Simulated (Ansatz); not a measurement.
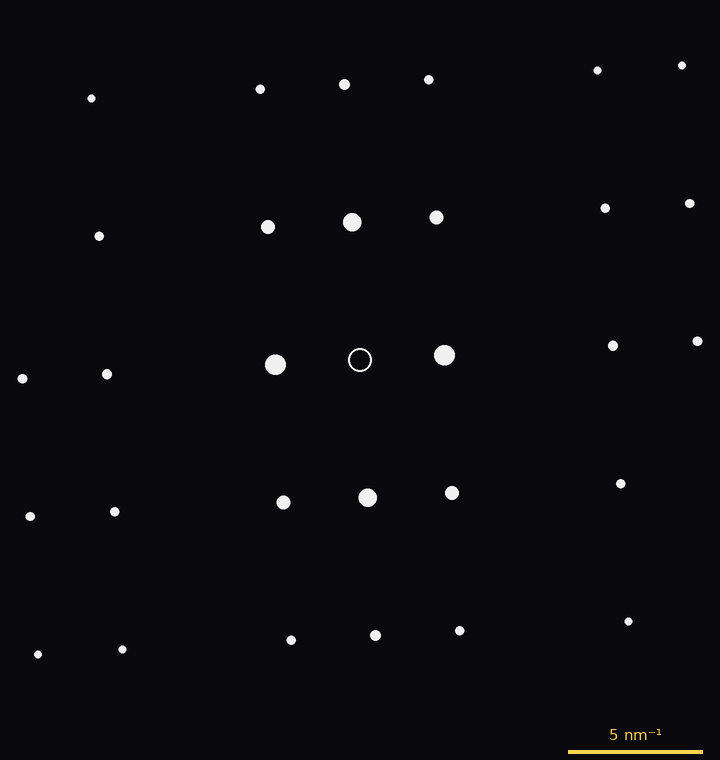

Computed electron diffraction pattern, 100 kV, single scattering only, B = 0.5 Å².

Phase: Si, space group Fd-3m (No. 227), a = 5.47 Å. Structure: coordinates from a relaxation (final pressure about -1.2 GPa) with Ansatz, DFT, PAW plane waves, r2scan; the starting structure was generated, so it need not be a known form of this composition.

```cif
data_structure
_symmetry_space_group_name_H-M 'Fd-3m:1'
_symmetry_Int_Tables_number 227
_cell_length_a 5.4667
_cell_length_b 5.4667
_cell_length_c 5.4667
_cell_angle_alpha 90.000
_cell_angle_beta 90.000
_cell_angle_gamma 90.000
_cell_volume 163.37
loop_
_atom_site_label
_atom_site_type_symbol
_atom_site_symmetry_multiplicity
_atom_site_Wyckoff_symbol
_atom_site_fract_x
_atom_site_fract_y
_atom_site_fract_z
_atom_site_occupancy
Si1 Si 8 b 0.50000 0.00000 0.00000 1
```

### Which low-index zone axis gives this pattern?

The spots form a rectangular net whose two shortest vectors correspond to d = 3.16 Å and 1.93 Å, 90.0° apart. They index as -1 1 1 and 0 -2 2, so the zone axis is [211] (or an equivalent direction of <211>).

### Which reflections of this zone are missing, and why?

The lattice centring (F) removes all reflections that break h + k = 2n, h + l = 2n; a glide plane extinguishes reflections such as 2 -4 0, 2 0 -4; reflections such as 2 -2 -2, 2 2 -6, 2 -6 2 are allowed by the space group but vanish because the atoms sit on special positions. In a thicker crystal double diffraction can put intensity into those places emptied by glide planes or screw axes that lie on the net of the visible spots, but never into those emptied by centring.
